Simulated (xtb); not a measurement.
# SiBr4: calculation of the molecule and its ions

The run: calculation of the molecule and its ions of SiBr4. Method and program: GFN1-xTB (xtb 6.7.1 later snapshot).

The geometry was optimised with GFN1-xTB.

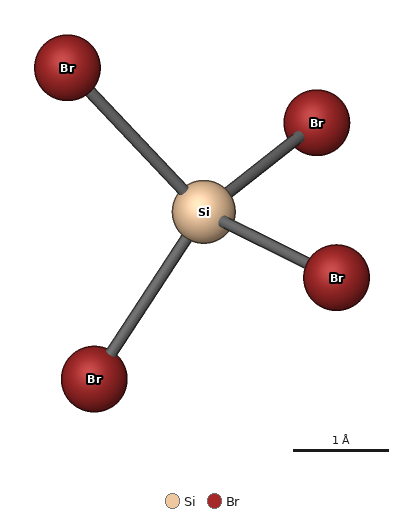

Fig. 1: The structure as given in the input (ball-and-stick view, seen at a tilt). Bond lengths as drawn: Br–Si 2.25 Å.

## Input (coord)
```
$coord
     -0.000188972612      0.000226767135     -0.000245664396  si
      0.020541322975     -0.033769405847      4.253754609271  br
      4.004027301902      0.020276761317     -1.436928847904  br
     -2.020136124486      3.480365295507     -1.380860673787  br
     -2.004262425039     -3.467099418112     -1.435719423184  br
$end
```

## File .CHRG
```
0
```

## File .UHF
```
0
```

Hardware: 1 thread of Arm Neoverse V1, 24 GiB of memory available, shared host.

Command:
```bash
xtb coord --gfn 1 --acc 0.001 --vipea | tee xtb.out
```

## Output
```
* xtb version 6.7.1
   ID    Z sym.   atoms
    1   14 si     1
    2   35 br     2-5

           -------------------------------------------------
          |                Calculation Setup                |
           -------------------------------------------------

          program call               : xtb coord --gfn 1 --acc 0.001 --vipea
          coordinate file            : coord
          omp threads                :                     1

           -------------------------------------------------
          |                 G F N 1 - x T B                 |
           -------------------------------------------------

      * Hamiltonian:
        H0-scaling (s, p, d)           1.850000    2.250000    2.000000
        zeta-weighting                 0.000000
      * Dispersion:
        s8                             2.400000
        a1                             0.630000
        a2                             5.000000
        s9                             0.000000
      * Repulsion:
        kExp                           1.500000
        rExp                           1.000000
      * Coulomb:
        alpha                          2.000000
        third order                    atomic
        anisotropic                    false
      * Halogen bond correction:
        rad-scale                      1.300000
        damping                        0.440000

          ...................................................
          :                      SETUP                      :
          :.................................................:
          :  # basis functions                  50          :
          :  # atomic orbitals                  45          :
          :  # shells                           15          :
          :  # electrons                        32          :
          :  # halogen bonds                     0          :
          :  max. iterations                   250          :
          :  Hamiltonian                  GFN1-xTB          :
          :  restarted?                      false          :
          :  GBSA solvation                  false          :
          :  PC potential                    false          :
          :  electronic temp.          300.0000000     K    :
          :  accuracy                    0.0010000          :
          :  -> integral cutoff          0.5500000E+02      :
          :  -> integral neglect         0.1000000E-10      :
          :  -> SCF convergence          0.1000000E-08 Eh   :
          :  -> wf. convergence          0.2000000E-07 e    :
          :  Broyden damping             0.4000000          :
          :  net charge                          0          :
          :  unpaired electrons                  0          :
          ...................................................

 iter      E             dE          RMSdq      gap      omega  full diag
   1    -17.6397876 -0.176398E+02  0.701E+00    5.55       0.0  T
   2    -17.6391568  0.630829E-03  0.415E+00    5.79       1.0  T
   3    -17.5605874  0.785694E-01  0.346E+00    5.42       1.0  T
   4    -17.6546795 -0.940921E-01  0.272E-01    5.72       1.0  T
   5    -17.6548807 -0.201173E-03  0.190E-01    5.69       1.0  T
   6    -17.6552225 -0.341814E-03  0.669E-03    5.70       6.7  T
   7    -17.6552225  0.353206E-07  0.268E-03    5.70      16.7  T
   8    -17.6552225 -0.402406E-07  0.151E-03    5.70      29.6  T
   9    -17.6552225 -0.184986E-07  0.536E-05    5.70     834.6  T
  10    -17.6552225 -0.265246E-10  0.297E-07    5.70  100000.0  T
  11    -17.6552225 -0.497380E-13  0.527E-08    5.70  100000.0  T
  12    -17.6552225  0.177636E-13  0.241E-09    5.70  100000.0  T

   *** convergence criteria satisfied after 12 iterations ***

         #    Occupation            Energy/Eh            Energy/eV
      -------------------------------------------------------------
         1        2.0000           -0.7052304             -19.1903
       ...           ...                  ...                  ...
        10        2.0000           -0.4555349             -12.3957
        11        2.0000           -0.4391645             -11.9503
        12        2.0000           -0.4391558             -11.9500
        13        2.0000           -0.4391501             -11.9499
        14        2.0000           -0.4280115             -11.6468
        15        2.0000           -0.4280089             -11.6467
        16        2.0000           -0.4279985             -11.6464 (HOMO)
        17                         -0.2184971              -5.9456 (LUMO)
        18                         -0.1859243              -5.0593
        19                         -0.1859168              -5.0591
        20                         -0.1858962              -5.0585
        21                         -0.1162644              -3.1637
       ...                                ...                  ...
        45                          0.9842865              26.7838
      -------------------------------------------------------------
                  HL-Gap            0.2095015 Eh            5.7008 eV
             Fermi-level           -0.3232478 Eh           -8.7960 eV

 SCC (total)                   0 d,  0 h,  0 min,  0.011 sec
 SCC setup                      ...        0 min,  0.000 sec (  0.648%)
 Dispersion                     ...        0 min,  0.000 sec (  0.281%)
 classical contributions        ...        0 min,  0.000 sec (  0.053%)
 integral evaluation            ...        0 min,  0.003 sec ( 23.055%)
 iterations                     ...        0 min,  0.004 sec ( 38.846%)
 molecular gradient             ...        0 min,  0.004 sec ( 35.462%)
 printout                       ...        0 min,  0.000 sec (  1.520%)

         :::::::::::::::::::::::::::::::::::::::::::::::::::::
         ::                     SUMMARY                     ::
         :::::::::::::::::::::::::::::::::::::::::::::::::::::
         :: total energy             -17.601540013658 Eh    ::
         :: gradient norm              0.000050833113 Eh/a0 ::
         :: HOMO-LUMO gap              5.700825870613 eV    ::
         ::.................................................::
         :: SCC energy               -17.655222510375 Eh    ::
         :: -> electrostatic           0.006838035438 Eh    ::
         :: repulsion energy           0.057504074752 Eh    ::
         :: dispersion energy         -0.003821578035 Eh    ::
         :: halogen bond corr.         0.000000000000 Eh    ::
         :: add. restraining           0.000000000000 Eh    ::
         :: total charge              -0.000000000000 e     ::
         :::::::::::::::::::::::::::::::::::::::::::::::::::::

           -------------------------------------------------
          |        vertical delta SCC IP calculation        |
           -------------------------------------------------

 iter      E             dE          RMSdq      gap      omega  full diag
   1    -17.0979141 -0.170979E+02  0.223E+00    5.70       0.0  T
   2    -17.0971868  0.727306E-03  0.128E+00    5.78       1.0  T
   3    -17.0948240  0.236283E-02  0.144E+00    5.57       1.0  T
   4    -17.0343246  0.604994E-01  0.258E+00    5.50       1.0  T
   5    -17.0988664 -0.645417E-01  0.964E-01    5.62       1.0  T
   6    -17.0383591  0.605072E-01  0.247E+00    5.51       1.0  T
   7    -17.0958195 -0.574604E-01  0.997E-01    5.59       1.0  T
   8    -17.1068490 -0.110295E-01  0.240E-01    5.62       1.0  T
   9    -17.1075010 -0.651916E-03  0.354E-02    5.63       1.3  T
  10    -17.1074919  0.900850E-05  0.452E-02    5.63       1.0  T
  11    -17.1075128 -0.209016E-04  0.156E-02    5.63       2.9  T
  12    -17.1075155 -0.265581E-05  0.430E-03    5.63      10.4  T
  13    -17.1075157 -0.214701E-06  0.343E-04    5.63     130.3  T
  14    -17.1075157 -0.951147E-09  0.178E-04    5.63     250.9  T
  15    -17.1075157 -0.356152E-09  0.107E-05    5.63    4183.6  T
  16    -17.1075157 -0.128253E-11  0.140E-06    5.63   31846.2  T
  17    -17.1075157 -0.959233E-13  0.212E-07    5.63  100000.0  T
  18    -17.1075157  0.319744E-13  0.473E-08    5.63  100000.0  T
  19    -17.1075157 -0.213163E-13  0.205E-08    5.63  100000.0  T
     SCC iter.                  ...        0 min,  0.006 sec
     gradient                   ...        0 min,  0.004 sec
------------------------------------------------------------------------
empirical IP shift (eV):    4.8455
delta SCC IP (eV):   10.0584
------------------------------------------------------------------------
           -------------------------------------------------
          |        vertical delta SCC EA calculation        |
           -------------------------------------------------

 iter      E             dE          RMSdq      gap      omega  full diag
   1    -17.7219043 -0.177219E+02  0.325E+00    1.20       0.0  T
   2    -17.7412609 -0.193567E-01  0.195E+00    0.84       1.0  T
   3    -17.7403893  0.871668E-03  0.158E+00    0.72       1.0  T
   4    -17.7476440 -0.725474E-02  0.131E+00    0.54       1.0  T
   5    -17.7493754 -0.173137E-02  0.226E-01    0.50       1.0  T
   6    -17.7497323 -0.356886E-03  0.829E-02    0.50       1.0  T
   7    -17.7497565 -0.241948E-04  0.559E-02    0.50       1.0  T
   8    -17.7497752 -0.187393E-04  0.130E-02    0.50       3.4  T
   9    -17.7497764 -0.115809E-05  0.814E-04    0.50      54.9  T
  10    -17.7497764 -0.142489E-08  0.498E-04    0.50      89.9  T
  11    -17.7497764 -0.148423E-08  0.115E-04    0.50     390.5  T
  12    -17.7497764 -0.899085E-10  0.996E-06    0.50    4489.6  T
  13    -17.7497764 -0.444089E-12  0.118E-06    0.50   37859.0  T
  14    -17.7497764 -0.213163E-13  0.266E-08    0.50  100000.0  T
  15    -17.7497764  0.213163E-13  0.716E-10    0.50  100000.0  T
     SCC iter.                  ...        0 min,  0.005 sec
     gradient                   ...        0 min,  0.004 sec
------------------------------------------------------------------------
empirical EA shift (eV):    4.8455
delta SCC EA (eV):   -2.2726
------------------------------------------------------------------------
           -------------------------------------------------
          |                Property Printout                |
           -------------------------------------------------

    * Orbital Energies and Occupations

         #    Occupation            Energy/Eh            Energy/eV
      -------------------------------------------------------------
         1        2.0000           -0.4538558             -12.3500
       ...           ...                  ...                  ...
         5        2.0000           -0.3161939              -8.6041
         6        2.0000           -0.2378269              -6.4716
         7        2.0000           -0.2378243              -6.4715
         8        2.0000           -0.2378208              -6.4714
         9        2.0000           -0.2122672              -5.7761
        10        2.0000           -0.2122665              -5.7761
        11        2.0000           -0.1969887              -5.3603
        12        2.0000           -0.1969809              -5.3601
        13        2.0000           -0.1969755              -5.3600
        14        2.0000           -0.1868689              -5.0850
        15        2.0000           -0.1868637              -5.0848
        16        2.0000           -0.1868578              -5.0847
        17        0.9999            0.0277122               0.7541 (HOMO)
        18        0.0000            0.0461336               1.2554 (LUMO)
        19        0.0000            0.0461440               1.2556
        20        0.0000            0.0461701               1.2564
        21                          0.1298161               3.5325
        22                          0.1298162               3.5325
        23                          0.1488234               4.0497
        24                          0.1488313               4.0499
        25                          0.1488396               4.0501
        26                          0.1607744               4.3749
        27                          0.1607788               4.3750
        28                          0.1607800               4.3750
       ...                                ...                  ...
        45                          1.2318007              33.5190
      -------------------------------------------------------------
                  HL-Gap            0.0184214 Eh            0.5013 eV
             Fermi-level           -0.0215820 Eh           -0.5873 eV

  Mulliken/CM5 charges         n(s)   n(p)   n(d)
     1      0.03544 -0.18522   1.303  1.645  1.017
     2     -0.25881 -0.20365   1.917  5.235  0.107
     3     -0.25884 -0.20368   1.917  5.235  0.107
     4     -0.25889 -0.20372   1.917  5.235  0.107
     5     -0.25889 -0.20373   1.917  5.235  0.107

Wiberg/Mayer (AO) data.
largest (>0.10) Wiberg bond orders for each atom

 ---------------------------------------------------------------------------
     #   Z sym  total        # sym  WBO       # sym  WBO       # sym  WBO
 ---------------------------------------------------------------------------
     1  14      5.072 --     4      1.268     3      1.268     2      1.268
                             5      1.268
     2  35      1.515 --     1      1.268
     3  35      1.515 --     1      1.268
     4  35      1.515 --     1      1.268
     5  35      1.515 --     1      1.268
 ---------------------------------------------------------------------------

Topologies differ in total number of bonds
Writing topology from bond orders to xtbtopo.mol

 dipole moment from electron density (au)
     X       Y       Z
   0.0005  -0.0001   0.0006  total (Debye):    0.002

           -------------------------------------------------
          | TOTAL ENERGY              -17.696093858771 Eh   |
          | GRADIENT NORM               0.080885277152 Eh/α |
          | HOMO-LUMO GAP               0.501270783962 eV   |
           -------------------------------------------------

------------------------------------------------------------------------
------------------------------------------------------------------------
 total:
 *  cpu-time:     0 d,  0 h,  0 min,  0.042 sec
 * ratio c/w:     1.000 speedup
 SCF:
 *  cpu-time:     0 d,  0 h,  0 min,  0.035 sec
 * ratio c/w:     0.999 speedup
```

## Standard error
```
normal termination of xtb
```

## Key numbers

| quantity | value |
| --- | --- |
| outcome | converged |
| electrons treated | 32 |
| total energy | −17.601540 hartree |
| dispersion energy | −0.003822 hartree |
| basis functions | 50 |
| peak memory | 0.073 GiB |
